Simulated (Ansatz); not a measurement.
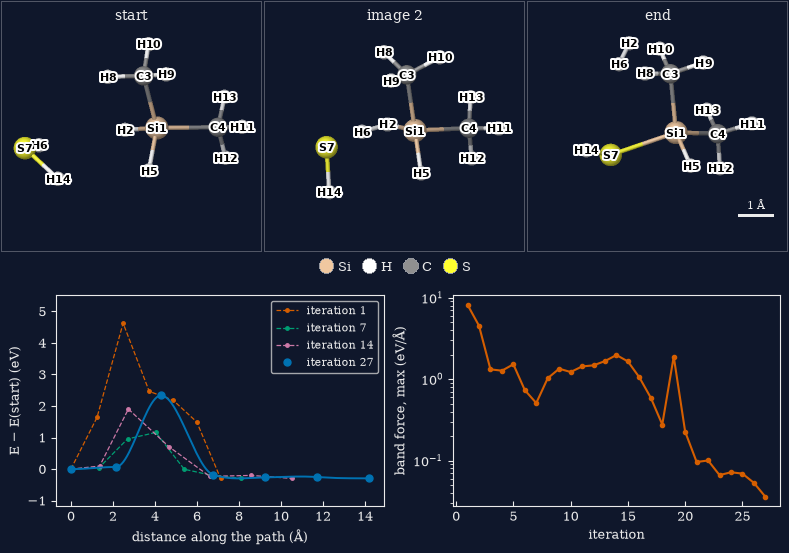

A nudged-elastic-band calculation for C2H10SSi, made up of C₂H₈Si and H2S. Images are numbered from 0 (start) to 6 (end). The plot follows the band through its iterations. A ball-and-stick model, seen from a free direction.

These are results of RKS BHLYP-D4/cc-pVDZ (Ansatz), not measurements. Run with 5 movable images; climbing image; force threshold 0.05 eV/Å; iteration limit 60; starting path through a guess of the saddle point.

Q: How did the profile develop, and is the result final?

A: The run is converged, with reservations. The band converged in 27 iterations. The largest component of the band force went from 8.2 to 0.036 eV/Å. The climbing image converged on the top of the path. Its vibrational analysis gives one imaginary mode (1164i cm⁻¹), as a transition state must have. The first iteration put the highest image at 4.63 eV. Forward barrier 2.34 eV, backward barrier 2.63 eV, with image 2 at the top; the reaction energy is −0.29 eV.

Limits of the set-up: the start holds two separate molecules, 2.7 Å apart at their closest, whose relative position is a soft coordinate.
